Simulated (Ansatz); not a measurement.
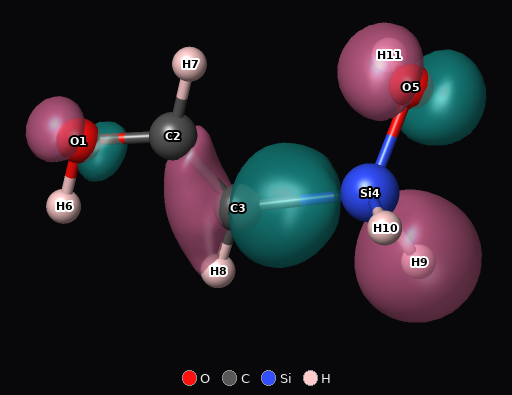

Figure 1: C2H6O2Si (SMILES OC=C[SiH2]O). The HOMO−1 at ±0.15 Å⁻³ᐟ² (teal and pink are the two phases), seen across its widest extent.

Method: SCF r2SCAN0, Gaussian basis in Ansatz.

The calculation's input:

```
crystal:
  periodic: [false, false, false]
  atoms:
    - { symbol: O, position_ang: [-0.65, 1.5735, 1.9835] }
    - { symbol: C, position_ang: [-0.0688, 0.707, 1.1697] }
    - { symbol: C, position_ang: [-0.661, 0.1297, 0.094] }
    - { symbol: Si, position_ang: [0.2685, -1.0806, -0.9897] }
    - { symbol: O, position_ang: [1.8066, -0.7531, -1.1933] }
    - { symbol: H, position_ang: [-1.6085, 1.757, 1.6487] }
    - { symbol: H, position_ang: [0.9745, 0.5341, 1.5228] }
    - { symbol: H, position_ang: [-1.6091, 0.3673, -0.1879] }
    - { symbol: H, position_ang: [-0.4408, -1.0208, -2.2768] }
    - { symbol: H, position_ang: [0.051, -2.4536, -0.4086] }
    - { symbol: H, position_ang: [2.003, 0.1824, -1.3417] }
basis:
  gaussian:
    orbitals: cc-pVDZ
hamiltonian:
  xc: r2scan0
output:
  orbitals: {}
```

Launched as:

```sh
python energy_c2h6o2si.py
```

What is the character of this orbital?

It lies mainly on O5 (about 25 %), Si4 (about 20 %), H9 (about 20 %) and C3 (about 20 %). Its energy is −8.51 eV.
